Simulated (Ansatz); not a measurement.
Li₂Bi (space group P-3m1, No. 164): the end point of a relaxation with Ansatz, DFT PBE, scalar-relativistic, plane waves, PAW; the starting structure was generated, so it need not be a known form of this composition.

```
Li Bi
1.0
     3.46390    0.00000    0.00000
    -1.73195    2.99982    0.00000
     0.00000    0.00000    7.16773
Li Bi
2 1
Direct
  0.33333 0.66667 0.31357
  0.66667 0.33333 0.68643
  0.00000 0.00000 0.00000
```

Describe the stacking along c, naming the columns A, B, C as they first turn up.

Bi(A) – Li(B) – Li(C) (three layers in 7.17 Å).

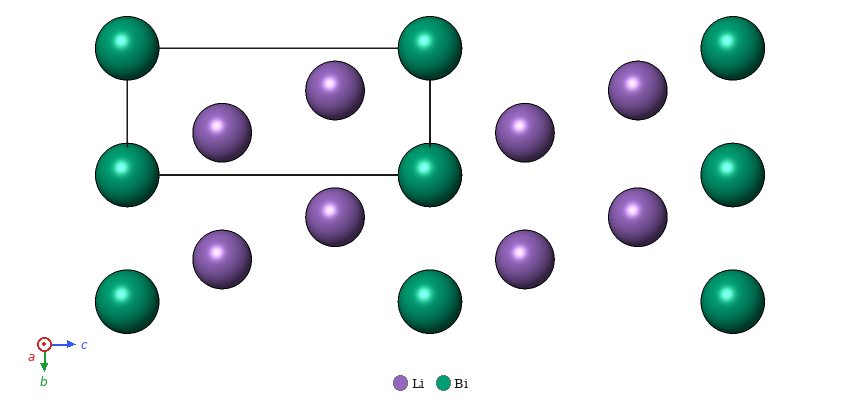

The picture looks along a close-packed row of the hexagonal mesh; c points to the right. Every atom sits on one of the three columns of the mesh; call them A, B, C in the order in which they first turn up. The sequence starts with the first layer at or above the cell's origin.
